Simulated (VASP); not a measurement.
Band structure of TiN (rock salt). Method: LDA (Ceperley-Alder, Perdew-Zunger), VASP's LDA PAW potentials (set 64) (plane waves; VASP 6.6.1).

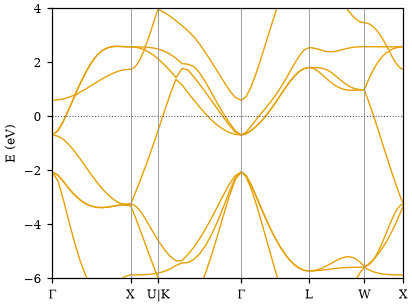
Figure: Bands along high-symmetry lines, zero at the valence-band maximum or, without a gap, the Fermi level

### Question
Read the plot: is there a gap, and where are the band edges?

### Answer
It has no gap at this level: it comes out as a metal or semimetal. (Edges off the drawn lines would not show.)

The compound is TiN in the rock salt structure. It was relaxed first. The electron count is odd and the run is not spin-polarised, which forces a metal.
